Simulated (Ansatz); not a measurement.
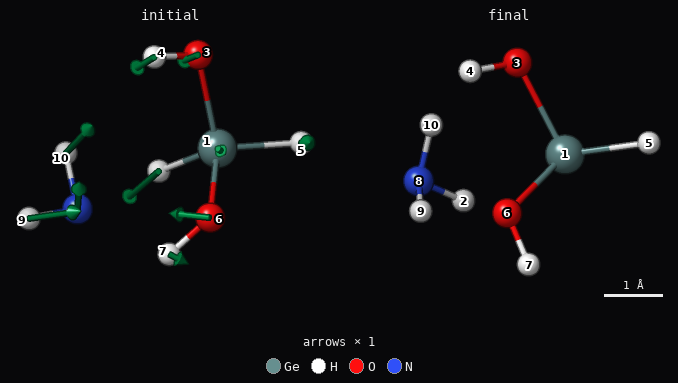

The structure of GeNH₆O₂ (multiplicity 2) before (left) and after (right) a relaxation, at one scale. The green arrows give the displacements, at their true length.

A ball-and-stick model, seen from a free direction.

The run prepares an end point of a later path (reaction) calculation, from a guessed geometry.

These are results of UKS PBE/def2-SVP (Ansatz 0.2.0), not measurements. Settings: collinear spin; force threshold 0.03 eV/Å; at most 50 steps.

### Summarise the run.

The largest move after the best rigid fit is that of H2, 1.69 Å. Largest moves by element: H 1.69 Å, O 0.86 Å, N 0.85 Å, Ge 0.30 Å. Near-neighbour distances that change, for instance: Ge1–H2 1.555 → 3.062 Å, H2–N8 2.256 → 1.028 Å, Ge1–H5 1.543 → 1.602 Å, Ge1–O6 1.803 → 1.827 Å. New bonds form, among them: H2–N8 (2.26 → 1.03 Å). Bonds break, among them: Ge1–H2 (1.56 → 3.06 Å). Bond angles that change, for instance: O3–Ge1–O6 108.2° → 99.8°, H9–N8–H10 100.0° → 106.1°, Ge1–O3–H4 110.4° → 108.1°. Groups turn about Ge1–O6 by about 70°, Ge1–O3 by about 35°. The energy falls by 1.489 eV in 29 accepted moves (32 points after the start). Largest force component: 0.31 eV/Å at the start, 0.015 eV/Å at the end. The line search rejected the trial steps at points 14, 25, 30 of the run.

Limits of the set-up: the start holds two separate molecules, 2.3 Å apart at their closest, whose relative position is a soft coordinate and is computed without a dispersion correction.
